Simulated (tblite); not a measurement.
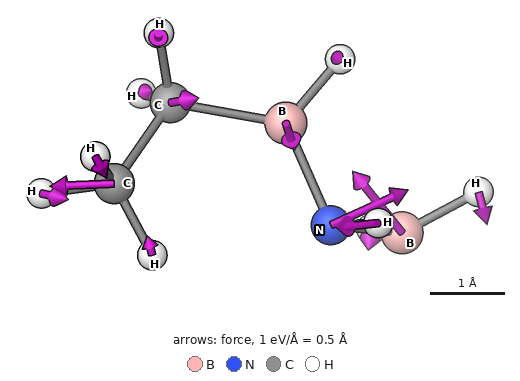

Starting geometry of C₂H₉B₂N with the computed forces as purple arrows. A ball-and-stick model, seen at a tilt.

The calculation used tblite 0.8.0, GFN2-xTB geometry optimisation, gas phase. 

Question: Is this structure relaxed? If not, where do the atoms go?

Answer: It isn't relaxed: the largest force vector, on a B atom, is 2.43 eV/Å. The final displacements have little in common with the starting forces (cosine between the two patterns 0.28). An H atom moves most after the best rigid fit: 1.77 Å. By element the largest moves are H 1.77 Å, B 0.66 Å, N 0.55 Å, C 0.21 Å. Among the contacts that change: B–N 1.542 → 1.406 Å, B–N 1.513 → 1.412 Å, H–N 1.069 → 1.012 Å, C–H 1.125 → 1.089 Å. Among the angles between lasting bonds that change: B–N–B 106.2° → 128.7°, B–N–H 104.2° → 116.0°, B–N–H 104.6° → 115.4°. Groups turn about C–C by about 40°. After 114 geometry steps the energy has fallen by 212.7 kJ/mol.
